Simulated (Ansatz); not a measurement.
# F2OSW: a spread of methods and bases

Aim: run F2OSW under a spread of inputs, and see what each costs and gives.

Computed with Ansatz 0.2.0, Gaussian basis. Level: the settings change from run to run.

### Step 1. The relaxed structure

An earlier PBE0-D4 in a triple-zeta def2 set relaxation fixed the geometry. W takes a core potential in def2 sets; no spin-orbit term is included.

SMILES `[O]=[W]([F])([F])=[S]`, 5 atoms, charge 0, spin multiplicity 1.

Atoms are counted from 1 here; the program's logs count them from 0.

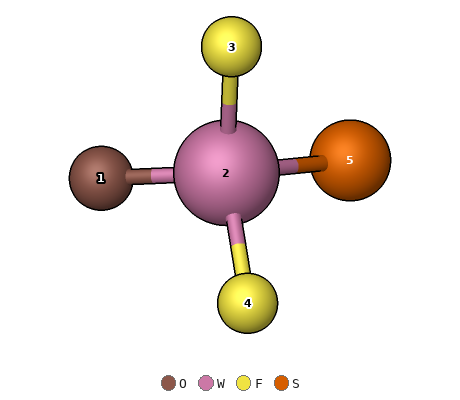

The structure; oxygen brown, tungsten pink, fluorine yellow, sulfur orange; atoms are numbered from 1 in the order of the file.

### Step 2. LC-wPBE/def2-TZVP

This run has coordinates scaled by 1.25, a point charge of -1.00 e beside it, relativity set to scalar.

Input file in.yaml:

```yaml
crystal:
  periodic: [false, false, false]
  atoms:
    - {symbol: O, position_ang: [-0.894468, -0.613493, 1.842548]}
    - {symbol: W, position_ang: [0.021286, -0.118062, 0.007543]}
    - {symbol: F, position_ang: [2.269838, -0.613834, 0.140249]}
    - {symbol: F, position_ang: [-1.063744, -1.237932, -1.691865]}
    - {symbol: S, position_ang: [-0.270537, 2.491321, -0.350350]}
basis:
  gaussian: {orbitals: def2-TZVP, point_charges: [{charge: -1.00, position_ang: [5.485, -0.036, -0.381]}]}
hamiltonian: {xc: {name: LC-wPBE}, pseudopotentials: {relativity: scalar}}
```

On the command line:

```console
$ ansatz run in.yaml --threads 4 --pin off --events-out ev --progress --plain --max-ram 10444MiB
```

Output:

```text
Functional definition: LC-wPBE
  name "LC-wPBE"
  cite "Vydrov & Scuseria, J. Chem. Phys. 125, 234109 (2006) doi:10.1063/1.2409292"
  cite "Heyd & Scuseria, J. Chem. Phys. 120, 7274 (2004) doi:10.1063/1.1668634"
  cite "Ernzerhof & Perdew, J. Chem. Phys. 109, 3313 (1998) doi:10.1063/1.476928"
  cite "Perdew, Burke & Ernzerhof, Phys. Rev. Lett. 77, 3865 (1996) doi:10.1103/PhysRevLett.77.3865"
  parent pbe
  parameter omega = 0.4/bohr
  exchange = pbe_x_sr(omega) + exact_x_lr(omega)
  correlation = pbe_c
1048 factors; their error is unknown
284 factors; integrals over basis functions are off by at most 3.0e-5 eV
mean field evaluation 1: about -20128.6930 eV, gradient 1.2e2 eV
mean field evaluation 2: about -19696.4881 eV, gradient 3.9e2 eV
mean field evaluation 4: about -20146.7430 eV, gradient 1.0e2 eV
mean field evaluation 8: about -20165.5395 eV, gradient 3.0e0 eV
mean field evaluation 16: about -20165.5547 eV, gradient 1.2e-1 eV
mean field evaluation 32: about -20165.5553 eV, gradient 1.4e-4 eV
mean field -20165.55531216 eV, -741.0704890177 hartree, gradient 6.0e-5 eV, S^2 0.000000; 2 other end points of the search recorded, 0 dependent functions left out
reference -20165.55531217 eV, -741.0704890179 hartree; 28, 28 occupied and 142, 142 virtual orbitals, 1048 factors
Total energy: -20165.55531217 eV, -741.0704890179 hartree
Relativity: scalar
```

Run time: 4.1 s. Hardware: 4 threads of Arm Neoverse V2, shared host.

### Step 3. revPBE/ANO-RCC-VTZP

This run has D3(BJ) dispersion, high accuracy, the search for lower states set to full.

Input file in.yaml:

```yaml
crystal:
  periodic: [false, false, false]
  atoms:
    - {symbol: O, position_ang: [-0.715575, -0.490795, 1.474038]}
    - {symbol: W, position_ang: [0.017029, -0.094450, 0.006034]}
    - {symbol: F, position_ang: [1.815870, -0.491067, 0.112199]}
    - {symbol: F, position_ang: [-0.850995, -0.990346, -1.353492]}
    - {symbol: S, position_ang: [-0.216430, 1.993057, -0.280280]}
basis:
  gaussian: {orbitals: ANO-RCC-VTZP}
hamiltonian: {xc: {name: revPBE}, dispersion: d3bj}
accuracy: high
scf: {lower_state_search: full}
output: {forces: true}
```

The command is unchanged.

Output, shortened:

```text
Functional definition: revPBE
  name "revPBE"
  cite "Zhang & Yang, Phys. Rev. Lett. 80, 890 (1998) doi:10.1103/PhysRevLett.80.890"
  cite "Perdew, Burke & Ernzerhof, Phys. Rev. Lett. 77, 3865 (1996) doi:10.1103/PhysRevLett.77.3865"
[...]
4265 factors; integrals over basis functions are off by at most 5.7e-9 eV
[...]
mean field -457711.91174923 eV, -16820.6025085074 hartree, gradient 5.2e-8 eV, S^2 0.000000; 4 other end points of the search recorded, 0 dependent functions left out
[...]
reference -457711.91175567 eV, -16820.6025087441 hartree; 58, 58 occupied and 170, 170 virtual orbitals, 4265 factors
Total energy: -457712.18220108 eV, -16820.6124474297 hartree
Relativity: scalar
Atom 0 at    -0.715575    -0.490795     1.474038 Å, force    -0.477425    -0.249125     0.953550 eV/Å
Atom 1 at     0.017029    -0.094450     0.006034 Å, force     0.309633     0.025900    -0.572208 eV/Å
Atom 2 at     1.815870    -0.491067     0.112199 Å, force     0.489613    -0.099211     0.047094 eV/Å
Atom 3 at    -0.850995    -0.990346    -1.353492 Å, force    -0.253668    -0.238365    -0.361408 eV/Å
Atom 4 at    -0.216430     1.993057    -0.280280 Å, force    -0.068153     0.560801    -0.067028 eV/Å
Dipole moment:     0.115989    -0.100509    -0.176808 e Å
```

It took 3.7 min on 4 threads of Arm Neoverse V2, shared host; peak memory 1.9 GiB.

Largest force 1.095 eV/Å, dipole 1.12 D.

### Step 4. r2SCAN/def2-SVP

This run has density fitting with def2-universal-jkfit, finite nuclei, the search for lower states set to full.

in.yaml: that of step 3 with these lines changed.

```diff
@@ -9,6 +9,4 @@
 basis:
-  gaussian: {orbitals: ANO-RCC-VTZP}
-hamiltonian: {xc: {name: revPBE}, dispersion: d3bj}
-accuracy: high
+  gaussian: {orbitals: def2-SVP, fitting: {mean_field: def2-universal-jkfit}, nuclear_model: gaussian}
+hamiltonian: {xc: {name: r2SCAN}}
 scf: {lower_state_search: full}
-output: {forces: true}
```

Same command.

Output, shortened:

```text
Functional definition: r2SCAN
  name "r2SCAN"
  cite "Furness, Kaplan, Ning, Perdew & Sun, J. Phys. Chem. Lett. 11, 8208 (2020) doi:10.1021/acs.jpclett.0c02405"
  cite "Furness, Kaplan, Ning, Perdew & Sun, J. Phys. Chem. Lett. 11, 9248 (2020) doi:10.1021/acs.jpclett.0c03077"
  parent r2scan
[...]
586 factors; integrals over basis functions are off by at most 9.3e-2 eV
[...]
mean field -20135.51270851 eV, -739.9664436969 hartree, gradient 6.9e-6 eV, S^2 0.000000; 3 other end points of the search recorded, 0 dependent functions left out
reference -20135.51273083 eV, -739.9664445171 hartree; 28, 28 occupied and 64, 64 virtual orbitals, 586 factors
Total energy: -20135.51273083 eV, -739.9664445171 hartree
```

Run time: 3.7 s. Hardware: 4 threads of Arm Neoverse V2, shared host.

### Step 5. revPBE0/def2-TZVP

This run has multiplicity 3, atoms shaken by 0.15 Å, D4 dispersion.

Input file in.yaml:

```yaml
crystal:
  periodic: [false, false, false]
  atoms:
    - {symbol: O, position_ang: [-0.887097, -0.447562, 1.531350]}
    - {symbol: W, position_ang: [0.257824, -0.090371, 0.206277]}
    - {symbol: F, position_ang: [1.679864, -0.699515, 0.190173]}
    - {symbol: F, position_ang: [-0.843511, -1.228064, -1.550209]}
    - {symbol: S, position_ang: [-0.104908, 1.948699, -0.254481]}
basis:
  gaussian: {orbitals: def2-TZVP}
magnetization: {spin_polarized: true, initial_magnetization: 2}
hamiltonian: {xc: {name: revPBE0}, dispersion: d4}
output: {forces: true}
```

Same command.

Output, shortened:

```text
Functional definition: revPBE0
  name "revPBE0"
  cite "Zhang & Yang, Phys. Rev. Lett. 80, 890 (1998) doi:10.1103/PhysRevLett.80.890"
  cite "Adamo & Barone, J. Chem. Phys. 110, 6158 (1999) doi:10.1063/1.478522"
  cite "Perdew, Burke & Ernzerhof, Phys. Rev. Lett. 77, 3865 (1996) doi:10.1103/PhysRevLett.77.3865"
[...]
1134 factors; their error is unknown
[...]
mean field -20138.57335058 eV, -740.0789202186 hartree, gradient 4.8e-6 eV, S^2 2.021630; 6 other end points of the search recorded, 0 dependent functions left out
[...]
reference -20138.57338821 eV, -740.0789216013 hartree; 29, 27 occupied and 141, 143 virtual orbitals, 1134 factors
Total energy: -20138.89521864 eV, -740.0907486516 hartree
Atom 0 at    -0.887097    -0.447562     1.531350 Å, force     2.504061     1.048898    -1.834350 eV/Å
Atom 1 at     0.257824    -0.090371     0.206277 Å, force   -23.373077     0.671797     0.817948 eV/Å
Atom 2 at     1.679864    -0.699515     0.190173 Å, force    19.733182    -7.912016     0.007567 eV/Å
Atom 3 at    -0.843511    -1.228064    -1.550209 Å, force     1.754728     1.997266     2.087352 eV/Å
Atom 4 at    -0.104908     1.948699    -0.254481 Å, force    -0.618893     4.194055    -1.078517 eV/Å
Dipole moment:     0.891533     0.424826     0.327040 e Å
```

Run time: 13 s. Hardware: 4 threads of Arm Neoverse V2, shared host; peak memory 0.76 GiB.

Largest force 23.397 eV/Å, dipole 5.00 D, ⟨S²⟩ 2.022.

### Step 6. r2SCAN/def2-SVPD

Options: atoms shaken by 0.15 Å, high accuracy.

Input file in.yaml:

```yaml
crystal:
  periodic: [false, false, false]
  atoms:
    - {symbol: O, position_ang: [-0.681084, -0.424873, 1.603521]}
    - {symbol: W, position_ang: [-0.113370, -0.011287, 0.075171]}
    - {symbol: F, position_ang: [1.685141, -0.584584, 0.178989]}
    - {symbol: F, position_ang: [-0.668747, -1.175059, -1.585657]}
    - {symbol: S, position_ang: [-0.368641, 1.952181, -0.275134]}
basis:
  gaussian: {orbitals: def2-SVPD}
hamiltonian: {xc: {name: r2SCAN}}
accuracy: high
```

Same command.

Output:

```text
Functional definition: r2SCAN
  name "r2SCAN"
  cite "Furness, Kaplan, Ning, Perdew & Sun, J. Phys. Chem. Lett. 11, 8208 (2020) doi:10.1021/acs.jpclett.0c02405"
  cite "Furness, Kaplan, Ning, Perdew & Sun, J. Phys. Chem. Lett. 11, 9248 (2020) doi:10.1021/acs.jpclett.0c03077"
  parent r2scan
  parameter k0 = 0.174
  parameter k1 = 0.065
  parameter a1 = 4.9479
  exchange = r2scan_x(k0 = k0, k1 = k1, a1 = a1)
  correlation = r2scan_c
2574 factors; integrals over basis functions are off by at most 3.4e-9 eV
mean field evaluation 1: about -20121.4498 eV, gradient 8.7e1 eV
mean field evaluation 2: about -19886.4972 eV, gradient 3.1e2 eV
mean field evaluation 4: about -20131.7077 eV, gradient 4.2e1 eV
mean field evaluation 8: about -20135.0246 eV, gradient 5.6e-1 eV
mean field evaluation 16: about -20135.0232 eV, gradient 8.5e-4 eV
mean field -20135.02319311 eV, -739.9484543381 hartree, gradient 3.3e-8 eV, S^2 0.000000; 0 other end points of the search recorded, 0 dependent functions left out
reference -20135.02319424 eV, -739.9484543794 hartree; 28, 28 occupied and 103, 103 virtual orbitals, 2574 factors
Total energy: -20135.02319424 eV, -739.9484543794 hartree
```

It took 7 s on 4 threads of Arm Neoverse V2, shared host; peak memory 0.53 GiB.

### Step 7. wB97M-V/def2-TZVP

This run has atoms shaken by 0.03 Å.

Input file in.yaml:

```yaml
crystal:
  periodic: [false, false, false]
  atoms:
    - {symbol: O, position_ang: [-0.666999, -0.487595, 1.462785]}
    - {symbol: W, position_ang: [0.032932, -0.066009, 0.021553]}
    - {symbol: F, position_ang: [1.770178, -0.434657, 0.151449]}
    - {symbol: F, position_ang: [-0.883971, -1.055452, -1.338391]}
    - {symbol: S, position_ang: [-0.242064, 2.058544, -0.256291]}
basis:
  gaussian: {orbitals: def2-TZVP}
hamiltonian: {xc: {name: wB97M-V}}
```

Launched as before.

Output, shortened:

```text
Functional definition: wB97M-V
  name "wB97M-V"
  cite "Mardirossian & Head-Gordon, J. Chem. Phys. 144, 214110 (2016) doi:10.1063/1.4952647"
  cite "Becke, J. Chem. Phys. 107, 8554 (1997) doi:10.1063/1.475007"
  cite "Vydrov & Van Voorhis, J. Chem. Phys. 133, 244103 (2010) doi:10.1063/1.3521275"
  # Of w^i u^j: cxij and so on, Table III.
[...]
  gx(w, u) = 1 - cx + cx01*u + cx10*w
  gss(w, u) = css00 + css04*u^4 + css10*w + css20*w^2 + css43*w^4*u^3
  gos(w, u) = cos00 + cos10*w + (cos20 + cos21*u)*w^2 + (cos60 + cos61*u)*w^6
[...]
      + integral(e_c_pw_mod_opposite_spin*gos(b97_w_opposite, b97_u_opposite)) + vv10(b, c)
1095 factors; their error is unknown
200 factors; integrals over basis functions are off by at most 9.2e-6 eV
[...]
mean field -20146.23242701 eV, -740.3603860858 hartree, gradient 4.9e-5 eV, S^2 0.000000; 0 other end points of the search recorded, 0 dependent functions left out
reference -20146.23247155 eV, -740.3603877228 hartree; 28, 28 occupied and 142, 142 virtual orbitals, 1095 factors
Total energy: -20146.23247155 eV, -740.3603877228 hartree
```

Run time: 4.6 s. Hardware: 4 threads of Arm Neoverse V2, shared host; peak memory 0.52 GiB.

### Step 8. All runs side by side

| level | charge | multiplicity | geometry | functions | energy (eV) | time |
| --- | --- | --- | --- | --- | --- | --- |
| LC-wPBE/def2-TZVP | 0 | 1 | scaled, point charge | 170 | -20165.555 | 4.1 s |
| revPBE/ANO-RCC-VTZP | 0 | 1 | relaxed | 228 | -457712.182 | 3.7 min |
| r2SCAN/def2-SVP | 0 | 1 | relaxed | 92 | -20135.513 | 3.7 s |
| revPBE0/def2-TZVP | 0 | 3 | shaken | 170 | -20138.895 | 13 s |
| r2SCAN/def2-SVPD | 0 | 1 | shaken | 131 | -20135.023 | 7 s |
| wB97M-V/def2-TZVP | 0 | 1 | shaken | 170 | -20146.232 | 4.6 s |

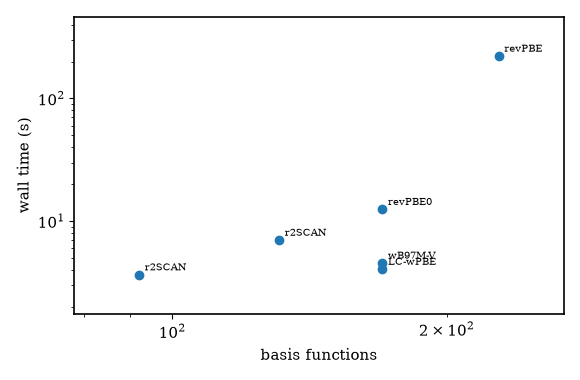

Wall time against the number of basis functions (shared host).

### Step 9. What came out

```
                                         quantity                         value
                                             runs                             6
                                         quickest        r2SCAN/def2-SVP, 3.7 s
                                          slowest  revPBE/ANO-RCC-VTZP, 3.7 min
spread of total energies, same state and geometry                   437576.7 eV
```

In words: Run time spans a factor of 61, from r2SCAN/def2-SVP to revPBE/ANO-RCC-VTZP. The jobs differ in tasks and options as well as level. The totals spread over 437577 eV; they can't be compared across methods or bases. Some of these runs are scalar-relativistic and others not, which shifts the totals of all-electron atoms past neon by eV; core potentials, where a basis has them, take the core out of the total altogether. At the PBE0-D4/def2-TZVP geometry and in the same state, runs without warnings or point charges leave forces up to 1.10 eV/Å (revPBE/ANO-RCC-VTZP).
